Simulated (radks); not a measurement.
# Exchange and kinetic functionals tested on atomic densities: In²⁺, Mn²⁺, Gd⁶⁰⁺, Xe³⁺, Zn⁺, Al⁺

Aim: take each self-consistent density and evaluate many functionals on it, against the exact exchange and kinetic energies of the same orbitals. Every spin shell is full or empty, so the densities are truly spherical.

The numbers are computed with radks (a radial shooting solver on a logarithmic mesh, Libxc functionals) version 1 (non-relativistic Kohn-Sham, exchange-only PBE, spin-polarised, spherical densities, point nucleus; open shells are filled with parallel spins first), except any that are marked as measured or tabulated.

## Step 1: Starting point

| Property | Result |
| --- | --- |
| species | In²⁺ ([Kr] 4d10 5s1), Mn²⁺ ([Ar] 3d5), Gd⁶⁰⁺ ([He] 2s2), Xe³⁺ ([Kr] 4d10 5s2 5p3), Zn⁺ ([Ar] 3d10 4s1), Al⁺ ([Ne] 3s2) |

## Step 2: In²⁺, [Kr] 4d10 5s1

The run's settings:

```text
Z 49
configuration [Kr] 4d10 5s1
relativity non-relativistic
functional pbe,
spin polarised
nucleus point
```

The run is started by

```
> python run_ks.py task.json out
```

The same process makes all the runs of this session.

## Step 3: Mn²⁺, [Ar] 3d5

The run's settings:

```text
Z 25
configuration [Ar] 3d5
relativity non-relativistic
functional pbe,
spin polarised
nucleus point
```

## Step 4: Gd⁶⁰⁺, [He] 2s2

The run's settings:

```text
Z 64
configuration [He] 2s2
relativity non-relativistic
functional pbe,
spin polarised
nucleus point
```

## Step 5: Xe³⁺, [Kr] 4d10 5s2 5p3

The run's settings:

```text
Z 54
configuration [Kr] 4d10 5s2 5p3
relativity non-relativistic
functional pbe,
spin polarised
nucleus point
```

## Step 6: Zn⁺, [Ar] 3d10 4s1

The run's settings:

```text
Z 30
configuration [Ar] 3d10 4s1
relativity non-relativistic
functional pbe,
spin polarised
nucleus point
```

## Step 7: Al⁺, [Ne] 3s2

The run's settings:

```text
Z 13
configuration [Ne] 3s2
relativity non-relativistic
functional pbe,
spin polarised
nucleus point
```

What does the calculation give? Wanted: for each run, error in magnitude; In²⁺; Mn²⁺; Gd⁶⁰⁺; Xe³⁺; Zn⁺; Al⁺.

**Answer**, as computed:

```
 error in magnitude (%)    In²⁺    Mn²⁺   Gd⁶⁰⁺    Xe³⁺     Zn⁺     Al⁺
          exchange, LDA   -4.90   -6.53  -12.36   -4.73   -5.67   -8.41
          exchange, B88   +0.02   +0.14   -0.08   +0.01   +0.40   +0.13
          exchange, PBE   -0.43   -0.37   -0.88   -0.43   -0.09   -0.41
       exchange, PBEsol   -2.28   -2.86   -5.08   -2.22   -2.37   -3.57
         exchange, PW91   -0.01   +0.06   -0.56   -0.02   +0.35   +0.00
         exchange, OPTX   +1.22   +0.57   +0.00   +1.30   +1.02   +0.05
        exchange, SOGGA   -2.30   -2.89   -5.22   -2.23   -2.39   -3.61
         exchange, SCAN   +0.18   +0.33   -0.47   +0.14   +0.47   +0.31
       exchange, r2SCAN   -0.09   +0.07   -0.58   -0.13   +0.22   +0.09
  kinetic, Thomas-Fermi   -5.32   -6.63  -11.31   -5.19   -6.36   -7.73
kinetic, von Weizsacker  -58.16  -47.23  -13.84  -59.45  -50.63  -35.22
       kinetic, TF + vW  +36.52  +46.15  +74.85  +35.36  +43.01  +57.05
     kinetic, TF + vW/9   -0.67   -0.76   -1.73   -0.69   -0.87   -0.54
          kinetic, LC94   +0.08   -0.01   -1.67   +0.05   -0.11   +0.12
         kinetic, APBEK   +0.13   +0.09   -1.63   +0.10   -0.02   +0.25
      kinetic, revAPBEK   +0.31   +0.36   -0.90   +0.27   +0.22   +0.66
       kinetic, Pearson   -0.92   -1.34   -5.60   -0.91   -1.30   -1.85
     kinetic, Ernzerhof   -0.39   -0.30   +0.17   -0.42   -0.49   +0.18
```

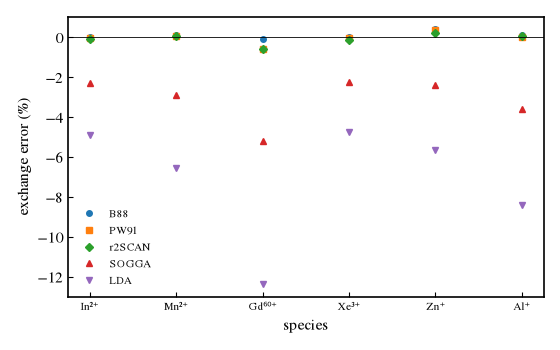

Error of five exchange functionals by species.

What this shows: Negative means that the magnitude is too small. For exchange the mean absolute error is least for B88 (0.13 %) and largest for LDA (7.10 %). Among the orbital-free kinetic functionals Ernzerhof (0.33 %) does best and TF + vW (48.82 %) worst. The functionals are evaluated on one density each, not self-consistently.
